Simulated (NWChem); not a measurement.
# C2H5I (iodoethane): levels of theory compared

Aim: a comparison of 6 runs (HF/STO-3G, HF/3-21G, PBE0/def2-SVP, M06-2X/def2-SVP, PBE/def2-SVP, CCSD(T)/def2-SVP) of C2H5I (iodoethane). 

Program for the calculation: NWChem 7.3.0.

37 further runs of the same task are left out: 37 set aside as unsound or not needed. Runs told in other sessions of the task aren't counted.

## (1) The structure to begin with

C2H5I has 8 atoms, charge 0, and is taken as a singlet. As SMILES, `CCI`. The C2–H7 distance was set to 1.414 Å, away from the relaxed value.

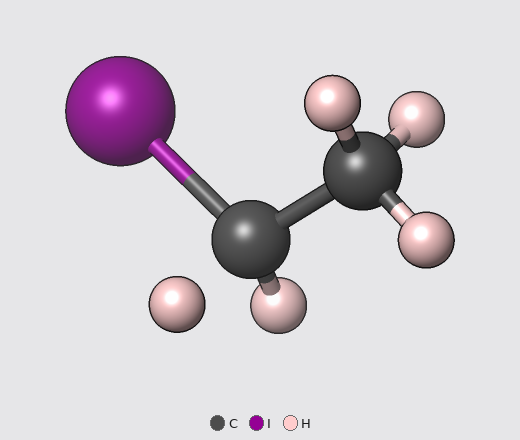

Viewed from a chosen angle; carbon dark grey, iodine purple, hydrogen pink.

## (2) The energy at HF/STO-3G (run 1)

Input file struct.nw:

```
start struct
title "C2H5I hf"
memory total 2200 mb
geometry units angstroms noautosym nocenter noautoz
   C       -0.583065       0.782278      -0.055654
   C        0.169775      -0.433822       0.418196
   I        2.032595       0.084148       1.356356
   H       -1.521635       0.468448      -0.524844
   H       -0.008355       1.346528      -0.791444
   H       -0.824715       1.450398       0.772156
   H        0.528870      -1.300840      -0.639770
   H       -0.373595      -0.996452       1.174186
end
basis spherical bse
   C library STO-3G
   I library STO-3G
   H library STO-3G
end
scf
   thresh 1e-08
   maxiter 80
   print low
end
task scf energy
```

Run with:

```
$ nwchem struct.nw > struct.out
```

Output:

```text
[...]
  functions       =    42
[...]
  wavefunction    = RHF
[...]
         Total SCF energy =  -6928.360336090842
      One-electron energy =  -9973.036181464913
      Two-electron energy =   2830.461378093972
 Nuclear repulsion energy =    214.214467280100
        Time for solution =      6.8s
 Task  times  cpu:        7.1s     wall:        7.1s
[...]
```

It took 7.8 s on 1 thread of Intel Xeon Platinum 8259CL at 2.50GHz (Skylake/Cascade Lake), shared host; peak memory 0.1 GiB.

## (3) A single-point energy at HF/3-21G (run 2)

Input file a.xyz:

```xyz
8
C2H5I energy
C     -0.583065     0.782278    -0.055654
C      0.169775    -0.433822     0.418196
I      2.032595     0.084148     1.356356
H     -1.521635     0.468448    -0.524844
H     -0.008355     1.346528    -0.791444
H     -0.824715     1.450398     0.772156
H      0.528870    -1.300840    -0.639770
H     -0.373595    -0.996452     1.174186
```

Input file run.py:

```python
from ase.io import read
from ase.calculators.nwchem import NWChem

atoms = read('a.xyz')

calc = NWChem(
    label='a',
    theory='scf',
    memory='2200 mb',
    basis='3-21G',
    basispar='spherical bse',
    scf={'nopen': '0', 'rhf': None, 'thresh': '1e-08', 'maxiter': '80'},
    task='energy',
)
atoms.calc = calc

e = atoms.get_potential_energy()
print(f"E = {e:.6f} eV")
print("dipole (e A):", atoms.get_dipole_moment().round(4))
```

Run with:

```
$ export ASE_NWCHEM_COMMAND="nwchem PREFIX.nwi > PREFIX.nwo"
$ python run.py
```

Output:

```text
E = -189540.276151 eV
dipole (e A): [-0.3918 -0.0346 -0.1666]
```

The calculator wrote a.nwi:

```
title "a"

permanent_dir a

scratch_dir a

start a

geometry units angstrom nocenter noautosym noautoz
  C  -5.8306500000000006e-01 7.8227800000000003e-01 -5.5654000000000002e-02
  C  1.6977500000000001e-01 -4.3382199999999999e-01 4.1819600000000001e-01
  I  2.0325950000000002e+00 8.4148000000000001e-02 1.3563559999999999e+00
  H  -1.5216350000000001e+00 4.6844799999999998e-01 -5.2484399999999998e-01
  H  -8.3549999999999996e-03 1.3465279999999999e+00 -7.9144400000000004e-01
  H  -8.2471499999999998e-01 1.4503980000000001e+00 7.7215599999999995e-01
  H  5.2886999999999995e-01 -1.3008400000000000e+00 -6.3976999999999995e-01
  H  -3.7359500000000001e-01 -9.9645200000000000e-01 1.1741860000000000e+00
end

memory 2200 mb

basis spherical bse noprint
   * library 3-21G
end

scf
  nopen 0
  rhf
  thresh 1e-08
  maxiter 80
end

task scf energy
```

a.nwo:

```text
Northwest Computational Chemistry Package (NWChem) 7.3.0
             --------------------------------------------------------

           Job information
           ---------------

    nwchem branch   = 7.3.0
    use scalapack   = T
    input           = a.nwi
    prefix          = a.
    data base       = a/a.db
    status          = startup
    nproc           =        1

           Memory information
           ------------------

[... 5 lines left out ...]
    hardfail = no
[... 131 lines left out ...]
         Quadratically convergent ROHF
[... 14 lines left out ...]
       Final RHF  results
[... 4 lines left out ...]
      Two-electron energy =   2829.128141348011
[... 54 lines left out ...]
                       ROHF Final Molecular Orbital Analysis
[... 178 lines left out ...]
       Multipole analysis of the density wrt the origin
       ------------------------------------------------

     L   x y z        total         open         nuclear
     -   - - -        -----         ----         -------
     0   0 0 0     -0.000000      0.000000     70.000000

     1   1 0 0     -0.740428      0.000000    194.733173
[... 8 lines of this table left out ...]
     2   0 0 2    -33.028727      0.000000    363.742127

 Task  times  cpu:        6.8s     wall:        6.8s
 Total times  cpu:        6.8s     wall:        6.8s
```

Wall time 8.1 s (1 thread of Intel Xeon Platinum 8259CL at 2.50GHz (Skylake/Cascade Lake), shared host); peak memory 0.1 GiB.

Runs 3 to 4 aren't shown in full; the table further down has their settings and results.

## (4) The energy at PBE/def2-SVP (core potential) (run 5)

Input file run.py:

```python
from ase import Atoms
from ase.calculators.nwchem import NWChem

molecule = Atoms('CCIHHHHH', positions=[
    [-0.583065, 0.782278, -0.055654],
    [0.169775, -0.433822, 0.418196],
    [2.032595, 0.084148, 1.356356],
    [-1.521635, 0.468448, -0.524844],
    [-0.008355, 1.346528, -0.791444],
    [-0.824715, 1.450398, 0.772156],
    [0.528870, -1.300840, -0.639770],
    [-0.373595, -0.996452, 1.174186],
])

calc = NWChem(
    label='c2h5i',
    theory='dft',
    memory='2200 mb',
    basis='def2-SVP',
    basispar='spherical bse',
    dft={'xc': 'xpbe96 cpbe96', 'mult': '1', 'grid': 'xfine', 'convergence': 'energy 1e-08', 'iterations': '100', 'mulliken': None},
    task='energy',
    **{'ecp bse': {'I library': 'def2-SVP'}},
)
molecule.calc = calc

e = molecule.get_potential_energy()
print(f"E = {e:.6f} eV")
print("dipole (e A):", molecule.get_dipole_moment().round(4))
```

Run with:

```
$ export ASE_NWCHEM_COMMAND="nwchem PREFIX.nwi > PREFIX.nwo"
$ python run.py
```

Output:

```text
E = -10250.541438 eV
dipole (e A): [-0.3335 -0.0164 -0.144 ]
```

The calculator wrote c2h5i.nwi:

```
title "c2h5i"

permanent_dir c2h5i

scratch_dir c2h5i

start c2h5i

geometry units angstrom nocenter noautosym noautoz
  C  -5.8306500000000006e-01 7.8227800000000003e-01 -5.5654000000000002e-02
  C  1.6977500000000001e-01 -4.3382199999999999e-01 4.1819600000000001e-01
  I  2.0325950000000002e+00 8.4148000000000001e-02 1.3563559999999999e+00
  H  -1.5216350000000001e+00 4.6844799999999998e-01 -5.2484399999999998e-01
  H  -8.3549999999999996e-03 1.3465279999999999e+00 -7.9144400000000004e-01
  H  -8.2471499999999998e-01 1.4503980000000001e+00 7.7215599999999995e-01
  H  5.2886999999999995e-01 -1.3008400000000000e+00 -6.3976999999999995e-01
  H  -3.7359500000000001e-01 -9.9645200000000000e-01 1.1741860000000000e+00
end

memory 2200 mb

basis spherical bse noprint
   * library def2-SVP
end

dft
  xc xpbe96 cpbe96
  mult 1
  grid xfine
  convergence energy 1e-08
  iterations 100
  mulliken
end
ecp bse
  I library def2-SVP
end

task dft energy
```

c2h5i.nwo:

```text
Northwest Computational Chemistry Package (NWChem) 7.3.0
             --------------------------------------------------------

           Job information
           ---------------

    nwchem branch   = 7.3.0
    use scalapack   = T
    input           = c2h5i.nwi
    prefix          = c2h5i.
    data base       = c2h5i/c2h5i.db
    status          = startup
    nproc           =        1

           Memory information
           ------------------

[... 5 lines left out ...]
    hardfail = no
[... 126 lines left out ...]
          Convergence on energy requested:  1.00D-08
[... 23 lines left out ...]
          Convergence Information
[... 30 lines left out ...]
 1-e energy   =    -859.342428
[... 51 lines left out ...]
      One electron energy =     -862.162602783914
[... 8 lines left out ...]
                       DFT Final Molecular Orbital Analysis
[... 602 lines left out ...]
     Multipole analysis of the density
     ---------------------------------

     L   x y z        total         alpha         beta         nuclear
     -   - - -        -----         -----         ----         -------
     0   0 0 0     -0.000000    -21.000000    -21.000000     42.000000

     1   1 0 0     -0.630184    -43.907012    -43.907012     87.183841
[... 8 lines of this table left out ...]
     2   0 0 2    -31.057970   -105.424350   -105.424350    179.790731

 Task  times  cpu:       47.8s     wall:       47.8s
 Total times  cpu:       47.9s     wall:       47.9s
```

It took 50 s on 1 thread of Intel Xeon Platinum 8259CL at 2.50GHz (Skylake/Cascade Lake), shared host; peak memory 0.14 GiB.

## (5) The energy at CCSD(T)/def2-SVP (core potential) (run 6)

a.xyz, as its differences from that of step 3:

```diff
@@ -1,3 +1,3 @@
 8
-C2H5I energy
+
 C     -0.583065     0.782278    -0.055654
```

Input file a.nw:

```
start a
memory total 2200 mb
charge 0

geometry units angstroms noautosym nocenter noautoz
 load format xyz a.xyz
end

basis spherical bse
 * library def2-SVP
end

ecp bse
 I library def2-SVP
end

scf
 thresh 1e-08
 maxiter 80
end

ccsd
 freeze core 6
 maxiter 60
end

task ccsd(t) energy
```

Run with:

```
$ nwchem a.nw > a.out
```

Output:

```text
[...]
  functions       =    79
[...]
  wavefunction    = RHF
[...]
         Total SCF energy =   -375.198692792587
      One-electron energy =   -861.568313479691
      Two-electron energy =    366.297915405694
 Nuclear repulsion energy =    120.071705281409
        Time for solution =     18.9s
[...]
 Total MP2 energy:           -375.617192695237577
[...]
             energy      energy      error      ampl     ampl      Block
                                                time     time      time
[...]
 Total CCSD energy:           -375.654896503739110
[...]
 Total CCSD+T(CCSD) energy:           -375.668790367610711
[...]
 Total CCSD(T) energy:                -375.668271619577865
[...]
```

It took 2.7 min on 1 thread of Intel Xeon Platinum 8259CL at 2.50GHz (Skylake/Cascade Lake), shared host; peak memory 0.24 GiB.

## (6) All runs side by side

| run | level | iteration cap | module | energy (Eh) | wall time |
| --- | --- | --- | --- | --- | --- |
| 1 | HF/STO-3G | 80 | scf | -6928.360336 | 7.8 s |
| 2 | HF/3-21G | 80 | scf | -6965.476730 | 8.1 s |
| 3 | PBE0/def2-SVP (core potential) | 100 | dft | -376.741718 | 41 s |
| 4 | M06-2X/def2-SVP (core potential) | 100 | dft | -376.699942 | 56 s |
| 5 | PBE/def2-SVP (core potential) | 100 | dft | -376.700453 | 50 s |
| 6 | CCSD(T)/def2-SVP (core potential) | 80 | ccsd(t) | -375.668272 | 2.7 min |

## (7) Outcome

```
                                          quantity          value
                               run 6: total energy  -375.66827 Eh
        run 6: HOMO energy (Hartree–Fock orbitals)       -9.62 eV
        run 6: LUMO energy (Hartree–Fock orbitals)        2.91 eV
      run 6: HOMO–LUMO gap (Hartree–Fock orbitals)       12.53 eV
run 6: correlation energy (6 core orbitals frozen)     -469.6 mEh
                             run 6: (T) correction     -13.38 mEh
```

Over runs 2, 4, 5 the dipole moment (its size) runs from 1.75 D (PBE/def2-SVP) to 2.05 D (HF/3-21G). The two ends differ in method and basis and core potential. Over runs 2, 4, 5 the HOMO–LUMO gap runs from 4.36 eV (PBE/def2-SVP) to 12.69 eV (HF/3-21G). Totals of different functionals can't be ranked against each other. Some runs of one species differ in core potentials or relativity; totals across that change don't compare. In run 1 the basis is minimal, so the values are rough. In runs 1, 2 relativity is left out where basis or elements ask for it. All runs together took 5.4 min, the longest 2.7 min.
